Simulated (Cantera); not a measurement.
Input: 1 mol acetone, 2.4 mol NH3, 15 mol H2, equilibrated at 1.20 bar.

Equilibrium computed with Cantera from the NASA thermochemical tables; the gas is ideal and each condensed phase is pure. Candidate condensed phases: C, C6H6, C7H8, C8H18, H2O; 169 gas species. Ions and electrons are included (thermal ionisation). The feed counts by its element totals alone. Equilibrium is a limit: real reactors are often held back by kinetics, nucleation or transport.

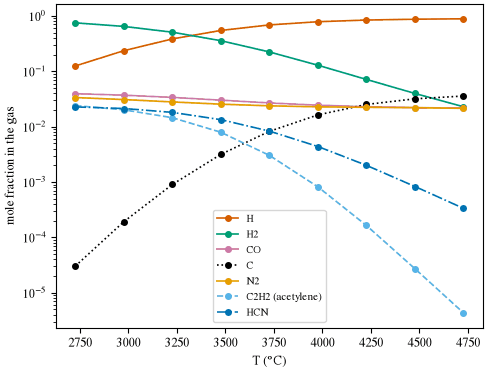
Figure: Equilibrium gas composition (values under 1e-9 drawn at 1e-9)

From 2727 °C to 4727 °C nothing is condensed. The main C-bearing gas is C2H2 (acetylene) at 2727 °C and C at 4727 °C.
